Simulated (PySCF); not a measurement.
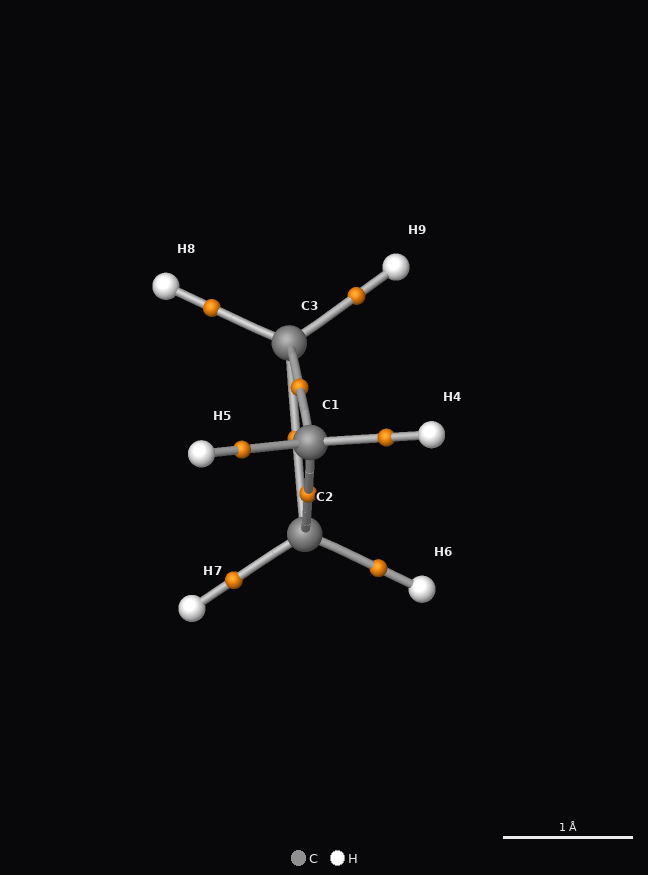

C3H6, SMILES `C1CC1`. Molecular graph of the electron density (QTAIM): bond paths, bond critical points (orange), ring points (yellow, if any); weak paths are dashed.

Level of theory: PBE0/def2-SVPD (PySCF), at a geometry from GFN2-xTB. No frequency check shows the geometry to be a minimum.

Cartesian coordinates (Å):

```
C1      -0.6445   -0.5755    0.0000
C2      -0.1761    0.8459   -0.0001
C3       0.8206   -0.2705    0.0001
H4      -1.0859   -0.9690   -0.9031
H5      -1.0859   -0.9692    0.9028
H6      -0.2963    1.4250   -0.9029
H7      -0.2969    1.4247    0.9030
H8       1.3824   -0.4554    0.9029
H9       1.3822   -0.4558   -0.9030
```

> How many critical points of each kind are there, and does the count close?

9 nuclei, 9 bond, 1 ring and 0 cage critical points: 9 − 9 + 1 − 0 = 1, as the Poincaré–Hopf relation requires.

> Tabulate density, Laplacian, ellipticity and energy density at the bond critical points (atomic units).

| bond | length (Å) | ρ (a.u.) | ∇²ρ (a.u.) | ε | H (a.u.) |
| --- | --- | --- | --- | --- | --- |
| C1–H5 (6 alike) | 1.079 | 0.282 | −1.04 | 0.03 | −0.306 |
| C1–C2 (3 alike) | 1.497 | 0.240 | −0.42 | 0.54 | −0.194 |

> What kind of interaction is C1–C2?

Shared-shell (covalent): ρ = 0.240, ∇²ρ = −0.42, H = −0.194 a.u. Its ellipticity of 0.54 shows that the density isn't cylindrical about the bond.

Run time: 6.6 s on 1 thread of Arm Neoverse V1, on a shared host, peak memory 0.41 GiB.
